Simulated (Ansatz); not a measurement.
# ZnAu (Pm-3m): the cell at rest

Task: relax ZnAu (Pm-3m) tightly.

Calculated with Ansatz 0.2.0; DFT PBEsol, scalar-relativistic, plane waves, PAW; PAW set soft_1.

**1. The structure**

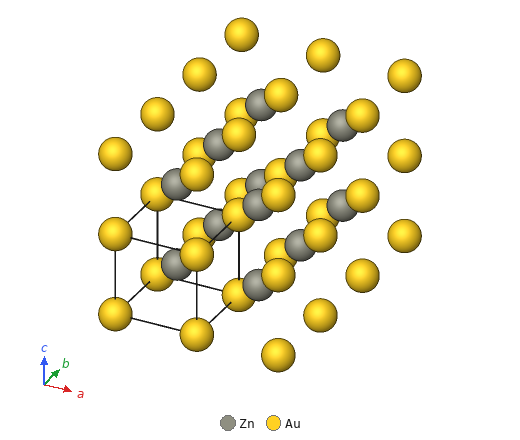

Start, viewed from a free direction; zinc grey, gold yellow. 2×3×2 cells are drawn. Some periodic images of atoms are drawn too.

**2. Probe on a coarse mesh**

A quick single point on a coarse mesh tells whether the cell has a gap and how far it is from rest, which sets the k mesh and smearing that follow.

Input file input.yaml:

```yaml
crystal:
  lattice:
    - [3.147, 0.0, 0.0]
    - [0.0, 3.147, 0.0]
    - [0.0, 0.0, 3.147]
  atoms:
    - { symbol: Zn, position: [0.5, 0.5, 0.5] }
    - { symbol: Au, position: [0.0, 0.0, 0.0] }
kpoints:
  mp_grid: { grid: [6, 6, 6] }
hamiltonian:
  xc: pbesol
  pseudopotentials: { kind: paw, azcp: { folder: soft_1 }, xc_functional: pbe }
scf:
  occupations: { method: gaussian, width: 0.1 }
output:
  forces: true
  stress: true
  eigenvalues: true
```

Command:

```
$ ansatz run input.yaml --threads 4 --pin off --max-ram 10240MiB --backend cpu --events-out ev --progress --plain --runs-dir out
```

Numbers of over 12 decimals in the logs are rounded to 6 here.

The program printed:

```text
Engine: ansatz 0.2.0, aarch64-unknown-linux-gnu
Pseudopotentials: kind: paw
Pseudopotential: Zn, paw, valence charge 12, recommended cutoff 420 eV (normal), soft_1/Zn.paw.azcp
Pseudopotential: Au, paw, valence charge 19, recommended cutoff 420 eV (normal), soft_1/Au.paw.azcp
Functional definition: PBEsol
  exchange = pbesol_x
  correlation = pbesol_c
Crystal: 2 atoms, lattice volume = 31.167 Å³
[...]
--- Band table (eV; the first three rows and the last of 20) ---
  k-point 0: bands = [... 12 lower, 13.0902, 13.0902, 13.0902, 21.7524, 21.7524, 21.7524, 25.6131, 28.8830]
  k-point 1: bands = [... 12 lower, 12.7501, 12.7501, 13.0499, 19.0520, 22.6476, 22.6476, 26.7975, 28.4132]
  k-point 2: bands = [... 12 lower, 12.1588, 12.1588, 12.9662, 15.7874, 24.9040, 24.9040, 27.3958, 27.5660]
  k-point 19: bands = [... 12 lower, 13.7239, 13.7239, 18.1834, 20.3281, 20.5339, 20.5339, 20.5339, 22.6929]
[key lines of the parts left out:]
SCF converged after 8 iterations
Free energy (F): -16290.151666 eV
Fermi energy:    16.915021 eV
P = ⅓ Tr σ = -2.3112 GPa (-23.112 kbar)
```

Wall time 0.45 s (4 threads of Arm Neoverse V2, shared host); peak memory 0.28 GiB; 1.2 s of CPU time.

Numbers from this step:

```yaml
pressure: -2.311 GPa
volume_per_atom: 15.58 Å³
gap_on_the_k_mesh: 0 eV
```

The coarse mesh shows no gap and a pressure of -2.3 GPa.

**3. Bringing the structure to rest**

The cell and atoms are relaxed, since residual forces and stress would shift the frequencies.

input.yaml, the sections that differ from step 2:

```yaml
kpoints:
  mp_grid: { grid: [14, 14, 14] }
output:
  forces: true
  stress: true
  eigenvalues: true
  write_density: true
  write_potential: true
  elf: true
  volumetric_format: npy
relax:
  adjacent_minimum: "off"
  f_tol: 0.005
  max_steps: 80
  cell: { stress_tol: 0.05 }
# crystal, hamiltonian, scf: as in step 2
```

The program printed:

```text
[...]
Crystal: 2 atoms, lattice volume = 31.167 Å³
Basis set: ecut = 420 eV, 619 PW (Γ), exchange–correlation on 48×48×48 points (8 copies of the dense FFT grid, shifted against one another)
Bands: 20, of which v1, the nominal top of the filled ones, is band 16 counted from 1 (15 counted from 0)
Symmetry: 48 space group operations
[...]
k-points: 120 of 2744
[...]
SCF iter   1: F=—  HF=-16293.026545 eV  |F-HF|=—  |Δ(HF+E_count)|=         —  Δρ=1.69e-1  dr2=1.15e1  ethr=3.10e-3  ⟨swp⟩=5.0  Hψ=11262  notcnv=0
[...]
SCF iter   8: F=-16290.191217 eV  HF=-16290.191217 eV  |F-HF|=7.87e-9  |Δ(HF+E_count)|=   2.32e-7  Δρ=6.53e-6  dr2=1.01e-8  ethr=3.23e-10  ⟨swp⟩=11.3  Hψ=17930  notcnv=0
SCF 1 converged in 8 iterations: F = -16290.191217 eV  dr2 = 1.01e-8
[...]
relax step   1: F+E_penalty+E_count = -16290.19121692 eV  Δ(F+E_penalty+E_count) = +0.000e0 eV  max|allowed force component| = 2.143e-29 eV/Å  Δτ_max = 0.0000 Å  P = -2.460 GPa  Ω = 31.167 Å³  (8 SCF iters, dr2 threshold 1.00e-7 eV, accepted)
Crystal: 2 atoms, lattice volume = 30.290 Å³
[...]
iter 1 solved again at ethr=2.09e-5 eV; its pass at ethr=3.10e-3 eV (dr2=6.48e-3 eV) is discarded
[...]
SCF iter   6: F=-16290.194711 eV  HF=-16290.194711 eV  |F-HF|=6.73e-9  |Δ(HF+E_count)|=   2.00e-7  Δρ=6.23e-6  dr2=9.39e-9  ethr=6.45e-10  ⟨swp⟩=8.8  Hψ=15813  notcnv=0
SCF 2 converged in 6 iterations: F = -16290.194711 eV  dr2 = 9.39e-9
relax step   2: F+E_penalty+E_count = -16290.19471056 eV  Δ(F+E_penalty+E_count) = -3.494e-3 eV  max|allowed force component| = 7.659e-30 eV/Å  Δτ_max = 0.0000 Å  P = +1.510 GPa  Ω = 30.290 Å³  energy of the carried Pulay correction = +5.535e-4 eV  (6 SCF iters, dr2 threshold 2.00e-7 eV, accepted)
Crystal: 2 atoms, lattice volume = 30.617 Å³
[...]
SCF iter   5: F=-16290.195963 eV  HF=-16290.195963 eV  |F-HF|=2.56e-8  |Δ(HF+E_count)|=   4.21e-7  Δρ=2.19e-5  dr2=5.42e-8  ethr=6.45e-10  ⟨swp⟩=7.2  Hψ=16120  notcnv=0
SCF 3 converged in 5 iterations: F = -16290.195963 eV  dr2 = 5.42e-8
relax step   3: F+E_penalty+E_count = -16290.19596302 eV  Δ(F+E_penalty+E_count) = -1.252e-3 eV  max|allowed force component| = 3.287e-30 eV/Å  Δτ_max = 0.0000 Å  P = -0.061 GPa  Ω = 30.617 Å³  energy of the carried Pulay correction = +3.436e-4 eV  (5 SCF iters, dr2 threshold 2.00e-7 eV, accepted)
[...]
relax step   4: F+E_penalty+E_count = -16290.19597372 eV  Δ(F+E_penalty+E_count) = -1.070e-5 eV  max|allowed force component| = 5.916e-30 eV/Å  Δτ_max = 0.0000 Å  P = -0.001 GPa  Ω = 30.604 Å³  energy of the carried Pulay correction = +3.518e-4 eV  (4 SCF iters, dr2 threshold 9.37e-9 eV, accepted)
[...]
SCF iter   1: F=—  HF=-16290.195615 eV  |F-HF|=—  |Δ(HF+E_count)|=         —  Δρ=6.24e-5  dr2=3.89e-7  ethr=1.06e-6  ⟨swp⟩=2.7  Hψ=17142  notcnv=0
eigensolver tolerance schedule: the retry pair's looser diagonalisation over-reported the residual by 841.82 of it (diagonalisation noise at 0.40 of the residual, at the tolerance the schedule requests for it); recorded, not acted on — ethr = c·dr2/N_el stays at c = 1.0e-1
SCF iter   2: F=—  HF=-16290.195613 eV  |F-HF|=—  |Δ(HF+E_count)|=   1.91e-6  Δρ=6.78e-5  dr2=5.91e-7  ethr=1.25e-9  ⟨swp⟩=2.0  Hψ=4047  notcnv=0
[...]
SCF iter   6: F=-16290.195613 eV  HF=-16290.195613 eV  |F-HF|=5.46e-12  |Δ(HF+E_count)|=  4.00e-11  Δρ=2.34e-7  dr2=1.04e-11  ethr=1.00e-12  ⟨swp⟩=5.0  Hψ=11751  notcnv=0
SCF 5 converged in 6 iterations: F = -16290.195613 eV  dr2 = 1.04e-11
relax step   5: F+E_penalty+E_count = -16290.19561273 eV  Δ(F+E_penalty+E_count) = +3.610e-4 eV  max|allowed force component| = 9.138e-30 eV/Å  Δτ_max = 0.0000 Å  P = +0.001 GPa  Ω = 30.604 Å³  stress off target by 1.14e-3 GPa  SCF on the basis re-selected at this cell (its energy is not comparable with the rows above)  (6 SCF iters)
basis re-selected at this cell: Δ(F+E_penalty+E_count) = +3.610e-4 eV, ΔP = +0.002 GPa vs the last step (what re-selecting the basis moved, of the pressure what is left beyond the Pulay correction that the steps carried, after the strain that the cell walked since its last selection, with what the two solves' SCF thresholds leave and, on support functions, any second-order correction that the steps lacked; it is no m [...]
SCF converged after 6 iterations
Free energy (F): -16290.195613 eV
[...]
Internal energy: -16290.191741 eV  (E = F + TS)
E sigma→0 (E₀):  -16290.193677 eV
Entropy (-TS):   -0.003872 eV (-1.936 meV/atom)
Fermi energy:    17.207902 eV
[...]
--- Stress (GPa, compression-positive) ---
        0.001136      -0.000000      -0.000000
       -0.000000       0.001136       0.000000
       -0.000000       0.000000       0.001136
  P = ⅓ Tr σ = 0.0011 GPa (0.011 kbar)
--- Band table (eV; the first three rows and the last of 120) ---
  k-point 0: bands = [... 12 lower, 13.4785, 13.4785, 13.4785, 22.1846, 22.1846, 22.1846, 26.2519, 29.4198]
  k-point 1: bands = [... 12 lower, 13.4049, 13.4049, 13.4701, 21.4594, 22.3615, 22.3615, 26.7112, 29.3164]
  k-point 2: bands = [... 12 lower, 13.2078, 13.2078, 13.4462, 20.0060, 22.8683, 22.8683, 27.2866, 29.0357]
  k-point 119: bands = [... 12 lower, 14.1275, 14.1275, 18.6388, 20.8564, 20.9641, 20.9641, 20.9641, 23.1961]
--- Relaxed structure (4 steps of the walk, 4 accepted, 1 SCFs on fresh bases) ---
  F+E_penalty+E_count = -16290.19561273 eV   max|allowed force component| = 9.138e-30 eV/Å   (the final SCF, on the basis selected at the relaxed cell)
  cell:  # Å, volume = 30.6045 Å³
    - [3.127963, 0, 0]
    - [0, 3.127963, 0]
    - [0, 0, 3.127963]
  atoms:
    - { symbol: Zn, position: [0.5, 0.5, 0.5] }
    - { symbol: Au, position: [0, 0, 0] }
```

The job ended after 5.5 s (4 threads; peak memory 0.39 GiB).

The steps of the relaxation:

```csv
step,energy less that of the first step (eV),largest force component (eV/Å),pressure (GPa),volume (Å³)
1,0.0000,0.0000,-2.46,31.17
2,-0.0035,0.0000,1.51,30.29
3,-0.0047,0.0000,-0.06,30.62
4,-0.0048,0.0000,0.00,30.60
5*,-0.0044,0.0000,0.00,30.60
```

Relaxation steps marked * repeat the geometry before them on a plane-wave basis chosen anew for their cell, so energy and pressure can jump there.

The run keeps the 48 symmetry operations that it works with, so distortions that break them were not tested.

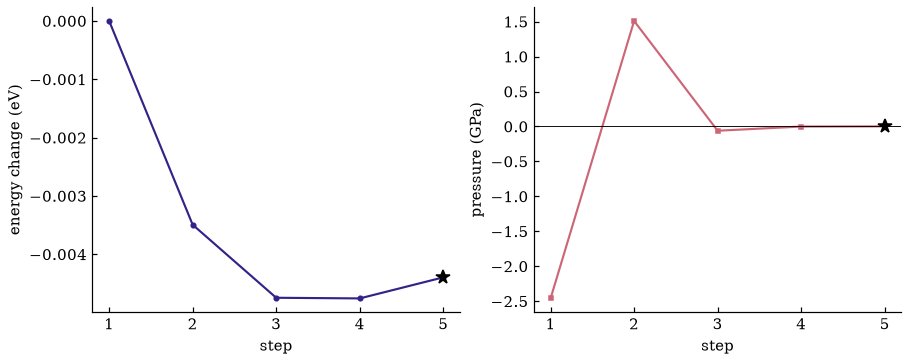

Energy and pressure along the relaxation. Stars mark steps on a basis chosen anew.

| conventional cell, symmetrised | before | after | change |
| --- | --- | --- | --- |
| a (Å) | 3.147 | 3.128 | -0.6 % |
| b (Å) | 3.147 | 3.128 | -0.6 % |
| c (Å) | 3.147 | 3.128 | -0.6 % |
| volume (Å³/atom) | 15.58 | 15.30 | -1.8 % |

Final coordinates:

```xyz
2
Lattice="3.1280 0.0000 0.0000 0.0000 3.1280 0.0000 0.0000 0.0000 3.1280" Properties=species:S:1:pos:R:3 pbc="T T T"
Zn    1.5640    1.5640    1.5640
Au    0.0000    0.0000    0.0000
```

Numbers from this step:

```
pressure        : 0.001136 GPa
volume per atom : 15.30 Å³
```

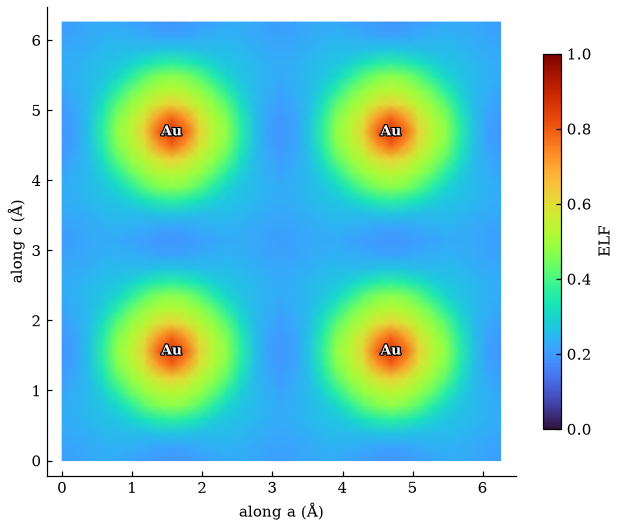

ELF in the ac plane at fractional y = 0.000, with atoms of Au within 0.2 Å of it. It is the smooth field of the valence electrons, not physical close to the nuclei. The map starts off the cell's origin, so that atoms lie inside it.

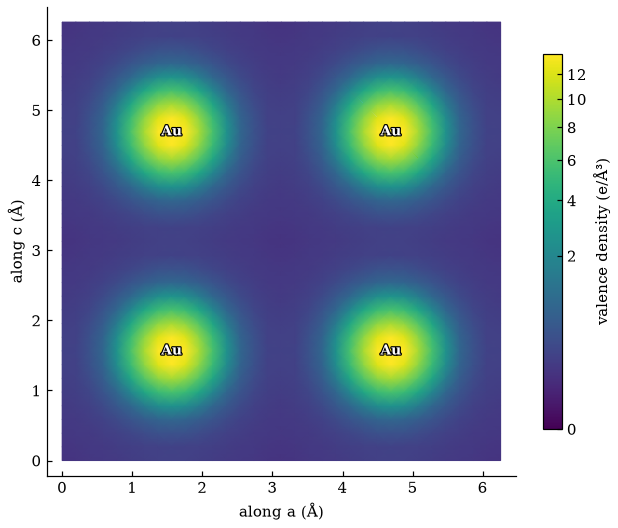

Valence density in the ac plane at fractional y = 0.000, with atoms of Au within 0.2 Å of it. It is the smooth field of the valence electrons, not physical close to the nuclei. The map starts off the cell's origin, so that atoms lie inside it. The colour scale is stretched toward low values.

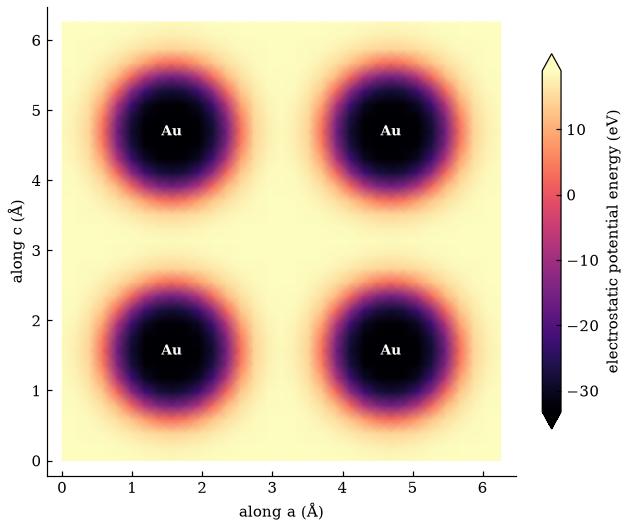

Electrostatic potential energy in the ac plane at fractional y = 0.000, with atoms of Au within 0.2 Å of it. With pseudopotentials it is smooth inside the atoms' cores, unlike the true potential. The map starts off the cell's origin, so that atoms lie inside it.

In this step the volume went from 15.58 to 15.30 Å³/atom.

**4. Tight relaxation**

Phonons need a cell at rest on their own settings, so the relaxation is repeated with tight tolerances on forces and stress on the k mesh and occupations of the first response run.

input.yaml, the sections that differ from step 3:

```yaml
crystal:
  lattice:
    - [3.1279630394, 0.0, 0.0]
    - [0.0, 3.1279630394, 0.0]
    - [0.0, 0.0, 3.1279630394]
  atoms:
    - { symbol: Zn, position: [0.5, 0.5, 0.5] }
    - { symbol: Au, position: [0.0, 0.0, 0.0] }
kpoints:
  mp_grid: { grid: [16, 16, 16] }
scf:
  occupations: { method: methfessel_paxton, width: 0.2 }
relax:
  adjacent_minimum: "off"
  f_tol: 0.001
  max_steps: 60
  cell: { stress_tol: 0.01 }
# hamiltonian, output: as in step 3
```

The program printed:

```text
[...]
Crystal: 2 atoms, lattice volume = 30.604 Å³
Basis set: ecut = 420 eV, 619 PW (Γ), exchange–correlation on 48×48×48 points (8 copies of the dense FFT grid, shifted against one another)
Bands: 20, of which v1, the nominal top of the filled ones, is band 16 counted from 1 (15 counted from 0)
[... 1 set-up line as in the run before ...]
[...]
k-points: 165 of 4096
[...]
k-point 164: bands = [... 12 lower, 14.1310, 14.1310, 18.6420, 20.8613, 20.9681, 20.9681, 20.9681, 23.2000]
--- Relaxed structure (3 steps of the walk, 3 accepted, 1 SCFs on fresh bases) ---
[...]
cell:  # Å, volume = 30.5999 Å³
    - [3.127807, 0, 0.0]
    - [0, 3.127807, 0.0]
    - [0.0, 0.0, 3.127807]
  atoms:
    - { symbol: Zn, position: [0.5, 0.5, 0.5] }
    - { symbol: Au, position: [0, 0, 0] }
[key lines of the parts left out:]
SCF converged after 7 iterations
Free energy (F): -16290.200060 eV
Fermi energy:    17.210388 eV
P = ⅓ Tr σ = 0.0000 GPa (0.000 kbar)
```

The job ended after 5.8 s (4 threads; peak memory 0.41 GiB; 21 s of CPU time).

Little changed from the start: no atom moved by 0.005 Å and no cell edge by 0.1 %.

This step gave:

* pressure: 1.30e-5 GPa

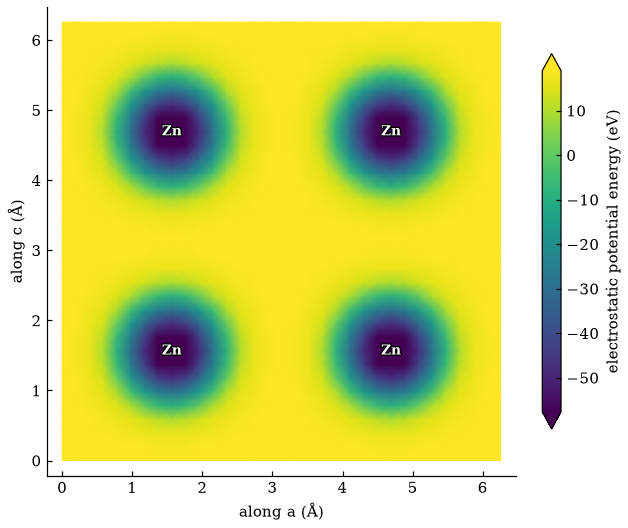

Electrostatic potential energy in the ac plane at fractional y = 0.500, with atoms of Zn within 0.2 Å of it. With pseudopotentials it is smooth inside the atoms' cores, unlike the true potential.

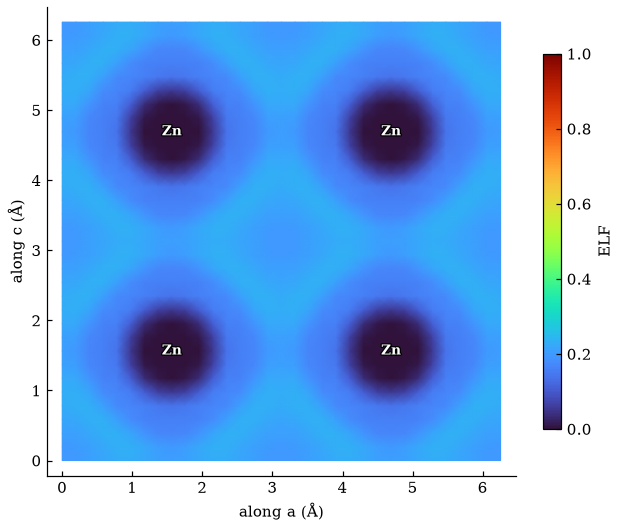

ELF in the ac plane at fractional y = 0.500, with atoms of Zn within 0.2 Å of it. It is the smooth field of the valence electrons, not physical close to the nuclei.

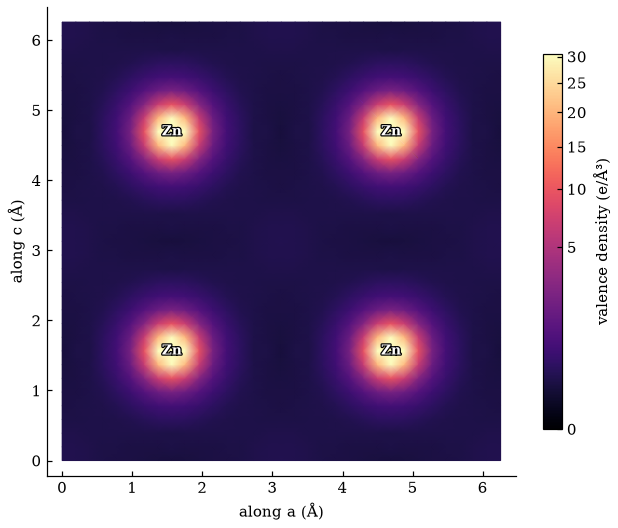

Valence density in the ac plane at fractional y = 0.500, with atoms of Zn within 0.2 Å of it. It is the smooth field of the valence electrons, not physical close to the nuclei. The colour scale is stretched toward low values.

The forces vanish by symmetry and the pressure is 0.000 GPa, within the tolerances set. The cell now holds 15.30 Å³/atom.

**5. What came out**

| Item | Value |
| --- | --- |
| space group after relaxation (within 0.01 Å) | Pm-3m |
| lattice constant a | 3.128 Å |
| lattice constant b | 3.128 Å |
| lattice constant c | 3.128 Å |
| volume per atom | 15.3 Å³ |

In words: The forces vanish by symmetry and the pressure is 0.000 GPa, within the tolerances set. The cell now holds 15.30 Å³/atom. The relaxation keeps the symmetry of its start, so it says nothing on stability against lower symmetry. The runs are without spin polarisation, although the cell has an odd electron count. Spin-orbit coupling is left out, which can matter for the heavy elements here. The PAW files were made for PBE and serve the other functionals too.

[Logs are printed without paths, hosts, clocks, repeated set-up lines and the standing remarks that a program may print on its own settings, such as how far it seeks lower states.]

[Hosts, paths, dates, database ids (printed as entryN), source tags and the programs' standing remarks are cut or masked in the printed files.]
